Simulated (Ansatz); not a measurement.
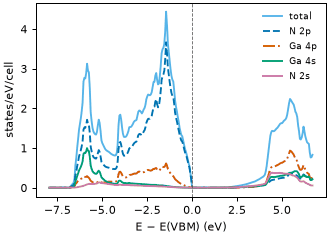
Total and projected density of states of GaN (wurtzite, P6_3mc), PBE in the plane-wave PAW code Ansatz

Which orbitals carry the states next to the gap?

Top 1 eV of the valence band: N 2p 89 %, Ga 4p 8 %. Bottom 1 eV of the conduction band: N 2s 37 %, Ga 4s 36 %, N 2p 18 %, Ga 4p 8 %. Projections are on Löwdin-orthogonalised atomic valence shells; empty p or d shells of many metals are not among them.

Where is the tallest occupied peak in this window, and what makes it?

Near -1.4 eV, about 4.4 states/eV per cell; the largest projected share is N 2p.

The PBE relaxation kept the symmetry of its start. Spin–orbit coupling is left out wherever it is not named.

Potentials: the earlier of the program's two PAW sets.
